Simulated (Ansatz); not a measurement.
**C2H9ClOSi2: vertical ionisation energy**

How much energy removes an electron from C2H9ClOSi2 at fixed geometry? The cation is run at each level and the neutral's energy taken from earlier runs.

Program: Ansatz 0.2.0, Gaussian basis. Level of theory: unrestricted cation, the program's frozen cores in correlated methods. These are calculated values, not measurements.

Levels to be run: UKS PBE-D4/def2-TZVPP; UKS r2SCAN-D4/def2-TZVPP; UKS PBE0-D4/def2-TZVPP; UKS B3LYP-D4/def2-TZVPP; UKS wB97X-V/def2-TZVPP; UKS wB97M-V/def2-TZVPP; UKS B2PLYP/def2-TZVPP; UHF-CCSD(T)/def2-TZVPP; UHF-MP2/def2-QZVPP; extrapolation to the limit; then −ε(HOMO) from the neutral's earlier runs with LDA (SPW92), PBE-D4, revPBE-D4, BLYP-D4, r2SCAN-D4, B97M-V, PBE0-D4, B3LYP-D4, r2SCANh-D4, r2SCAN0-D4, HSE06-D4, BHLYP-D4, CAM-B3LYP-D4, LC-ωPBE, ωB97X-V, ωB97M-V.

## Step 1: The relaxed structure

An earlier PBE0-D4 in a triple-zeta def2 set relaxation fixed the geometry.

SMILES `CC[SiH](Cl)O[SiH3]`, 15 atoms, charge 0, spin multiplicity 1.

Atoms are counted from 1 here; the program's logs count them from 0.

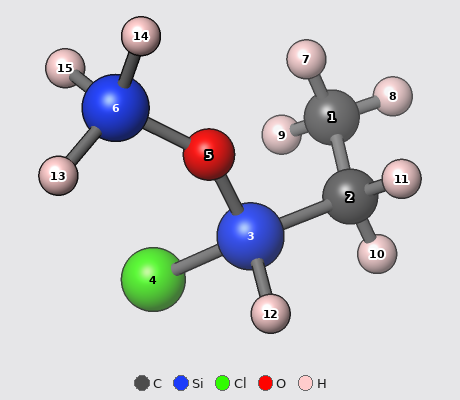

The geometry (carbon dark grey, silicon blue, chlorine green, oxygen red, hydrogen pink); atoms are numbered from 1 in the order of the file.

## Step 2: Cation, UKS PBE-D4/def2-TZVPP

Contents of in.yaml:

```yaml
crystal:
  periodic: [false, false, false]
  atoms:
    - {symbol: C, position_ang: [0.270550, 1.309730, -1.650823]}
    - {symbol: C, position_ang: [0.576533, -0.185229, -1.644287]}
    - {symbol: Si, position_ang: [-0.208590, -1.118101, -0.248676]}
    - {symbol: Cl, position_ang: [-2.263247, -0.952100, -0.381787]}
    - {symbol: O, position_ang: [0.267872, -0.493593, 1.175238]}
    - {symbol: Si, position_ang: [-0.213268, -0.117864, 2.698476]}
    - {symbol: H, position_ang: [0.612691, 1.787971, -0.730308]}
    - {symbol: H, position_ang: [0.763095, 1.810988, -2.486940]}
    - {symbol: H, position_ang: [-0.802457, 1.493685, -1.738708]}
    - {symbol: H, position_ang: [0.252377, -0.654756, -2.579746]}
    - {symbol: H, position_ang: [1.657137, -0.359614, -1.574539]}
    - {symbol: H, position_ang: [0.097413, -2.566761, -0.280950]}
    - {symbol: H, position_ang: [-0.823587, -1.302362, 3.355138]}
    - {symbol: H, position_ang: [0.991021, 0.306003, 3.452918]}
    - {symbol: H, position_ang: [-1.199341, 0.991102, 2.664293]}
basis:
  gaussian: {orbitals: def2-TZVPP}
total_charge: 1
magnetization: {spin_polarized: true, initial_magnetization: 1}
hamiltonian: {xc: pbe, dispersion: d4}
```

Further steps of the session: Cation, UKS r2SCAN-D4/def2-TZVPP; Cation, UKS PBE0-D4/def2-TZVPP; Cation, UKS B3LYP-D4/def2-TZVPP; Cation, UKS wB97X-V/def2-TZVPP; Cation, UKS wB97M-V/def2-TZVPP; Cation, UKS B2PLYP (frozen core)/def2-TZVPP; Cation, UHF-CCSD(T)/def2-TZVPP; Cation, UHF-MP2/def2-QZVPP.

Before running them: what should the planned runs give, taken together? Wanted: ionisation energy, CCSD(T)/CBS; nearest functional by difference; nearest −ε(HOMO); −ε(HOMO) of PBE; T1 of the cation.

As calculated:

```
                        quantity               value
  ionisation energy, CCSD(T)/CBS            10.80 eV
nearest functional by difference  ωB97X-V (-0.21 eV)
                nearest −ε(HOMO)  ωB97X-V (-0.07 eV)
                 −ε(HOMO) of PBE             7.00 eV
                T1 of the cation               0.035
```

**Reading.** By cation minus neutral, the functionals miss by 1.21 eV at most. −ε(HOMO) of PBE misses by 3.8 eV, since self-interaction lifts the level. Among orbital estimates ωB97X-V comes nearest. Hartree-Fock falls 0.58 eV short, as the neutral has more correlation energy than the cation. The cation's T1 (from the report) is 0.035, near the customary mark of 0.045 for open shells, so the coupled-cluster value is less safe.
